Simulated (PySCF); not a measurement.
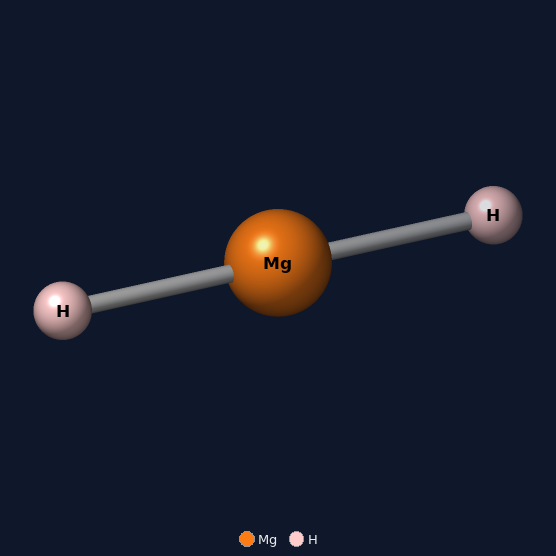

The picture shows a molecular structure as a ball-and-stick model. Every bond is drawn as one stick, whatever its order.

The geometry was computed by an optimisation with PBE0-D3(BJ)/def2-SVP. No frequency run is at hand to confirm it as a minimum.

Describe the molecule.

It has 3 atoms: 1 magnesium and 2 hydrogen (MgH₂). Its SMILES string is `[MgH2]`. This geometry has D∞h symmetry. All atoms lie on one line. Coordination: 1 Mg linear.

The parts below concern this one geometry. Atoms keep their numbers from picture to picture.

Excitation

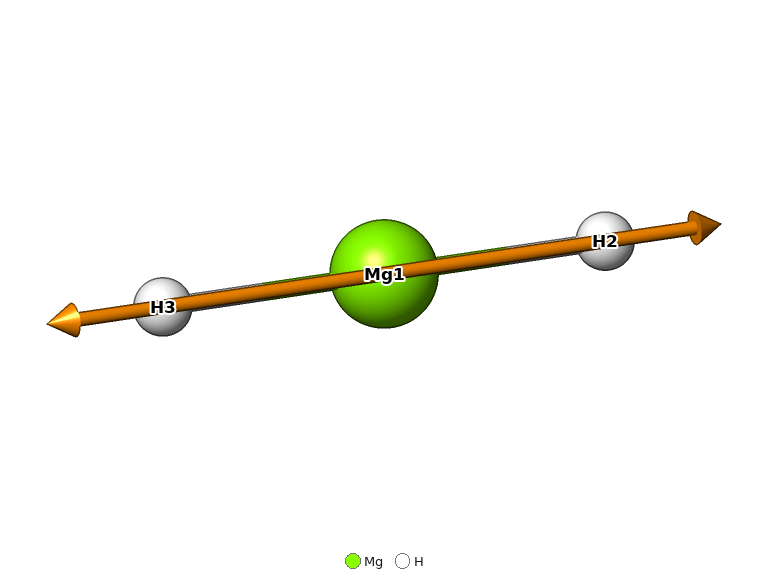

The double arrow shows the direction of the transition dipole to excited singlet state 6 (its length means nothing). No frequency run is at hand to confirm it as a minimum. Method: TDDFT HF/def2-SVPD, vertical, gas phase, core orbitals frozen in the response (PySCF 2.14.0).

How is the transition polarised?

Along the molecular axis.

Give its energy, strength and character.

8.40 eV (148 nm), oscillator strength 0.46, mainly HOMO → LUMO+6 (weight 0.67); transition dipole 3.81 D.

NMR shielding

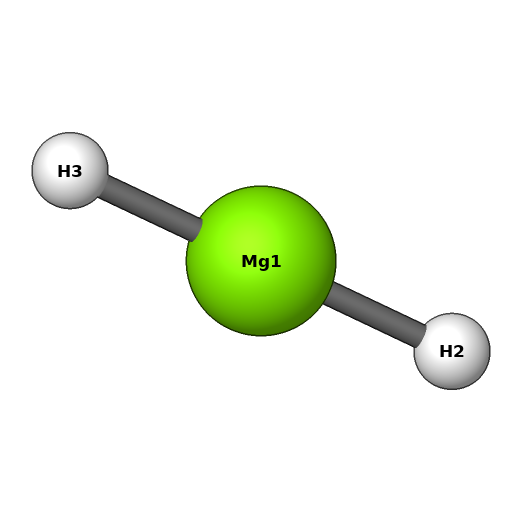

No frequency run is at hand to confirm it as a minimum. Properties computed with GIAO PBE0/pcSseg-0 NMR shielding, non-relativistic, gas phase (PySCF 2.14.0). Principal shieldings σ11 ≤ σ22 ≤ σ33, span Ω = σ33 − σ11, skew κ = 3(σiso − σ22)/Ω.

Give the shielding tensors of the Mg atoms.

| atom | σ11 | σ22 | σ33 | σiso | Ω | κ |
| --- | --- | --- | --- | --- | --- | --- |
| Mg1 | 330.8 | 330.8 | 705.0 | 455.5 | 374.3 | 1.00 |

Shieldings and span in ppm.

Polarisability

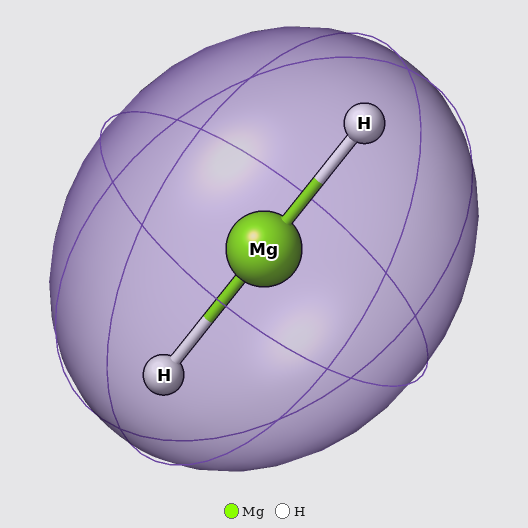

The ellipsoid shows the static dipole polarisability: its half-axes are proportional to the principal values. No frequency run is at hand to confirm it as a minimum. Method: BHandHLYP/def2-SVPD (PySCF 2.14.0).

Give the principal values, the mean and the anisotropy.

Principal values 30.2, 30.2, 36.5 bohr³; mean 32.3 bohr³ (4.78 Å³); anisotropy 6.3 bohr³, so the longest axis is 1.21 times the shortest.
